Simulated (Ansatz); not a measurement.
**C₅H₄Cl₃F₃O₂Ti: small, medium and large basis sets**

Aim: see how fast density functionals converge with the basis set for C₅H₄Cl₃F₃O₂Ti.

The runs use Ansatz 0.2.0, Gaussian basis; one geometry, several basis sets.

Levels to be run: PBE0-D4/def2-SVP; ωB97M-V/def2-SVP; PBE0-D4/def2-QZVPP; ωB97M-V/def2-QZVPP; the functionals' def2-TZVPP values are taken from earlier runs.

### 1 The geometry

The geometry comes from an earlier relaxation with PBE0-D4 in a triple-zeta def2 set; it is a stationary point, not always the lowest conformer.

SMILES `CC1=CC(C(F)(F)F)=[O+][Ti-]([Cl])([Cl])([Cl])[O]1`, 18 atoms, charge 0, spin multiplicity 1.

Atoms are counted from 1 here; the program's logs count them from 0.

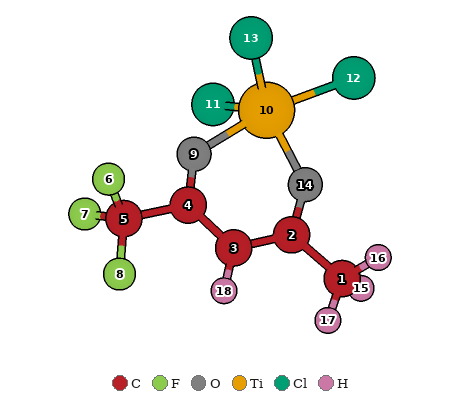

The geometry (carbon red, fluorine green, oxygen grey, titanium amber, chlorine teal, hydrogen pink); atoms are numbered from 1 in the order of the file.

### 2 PBE0-D4 in def2-SVP

Contents of in.yaml:

```yaml
crystal:
  periodic: [false, false, false]
  atoms:
    - {symbol: C, position_ang: [-1.076701, -1.451302, 2.078502]}
    - {symbol: C, position_ang: [-0.392117, -0.722648, 0.978228]}
    - {symbol: C, position_ang: [-1.059405, 0.191803, 0.177720]}
    - {symbol: C, position_ang: [-0.365107, 0.848294, -0.831525]}
    - {symbol: C, position_ang: [-1.085703, 1.873128, -1.719671]}
    - {symbol: F, position_ang: [-0.531303, 3.071658, -1.567957]}
    - {symbol: F, position_ang: [-0.987755, 1.519238, -2.995921]}
    - {symbol: F, position_ang: [-2.379918, 1.971925, -1.412814]}
    - {symbol: O, position_ang: [0.843380, 0.694112, -1.108393]}
    - {symbol: Ti, position_ang: [2.317268, -0.499305, -0.315559]}
    - {symbol: Cl, position_ang: [2.537402, -1.363261, -2.313041]}
    - {symbol: Cl, position_ang: [3.617730, -1.909188, 0.786968]}
    - {symbol: Cl, position_ang: [3.456841, 1.332272, 0.045454]}
    - {symbol: O, position_ang: [0.849792, -0.998429, 0.826360]}
    - {symbol: H, position_ang: [-0.980273, -2.526414, 1.908021]}
    - {symbol: H, position_ang: [-0.567475, -1.232718, 3.020519]}
    - {symbol: H, position_ang: [-2.127998, -1.182069, 2.156408]}
    - {symbol: H, position_ang: [-2.106057, 0.394205, 0.338401]}
basis:
  gaussian: {orbitals: def2-SVP}
hamiltonian: {xc: pbe0, dispersion: d4}
output: {orbitals: {seedname: orbitals}}
```

Run with:

```sh
$ ansatz run in.yaml --threads 10 --pin off --events-out ev --progress --plain --max-ram 110592MiB --backend cpu
```

The runs that follow: ωB97M-V in def2-SVP; PBE0-D4 in def2-QZVPP; ωB97M-V in def2-QZVPP.

**Question.** What will the summary of the whole plan be? Wanted: PBE0-D4: double and triple zeta above quadruple; ωB97M-V: double and triple zeta above quadruple.

The runs gave:

```
                                       quantity           value
PBE0-D4: double and triple zeta above quadruple  38.74, 2.41 eV
ωB97M-V: double and triple zeta above quadruple  38.90, 2.27 eV
```

For PBE0-D4 the step from double to triple zeta gains 36.33 eV and the next only 2.41 eV. Total energies overstate the basis error of differences, where much of it tends to cancel.
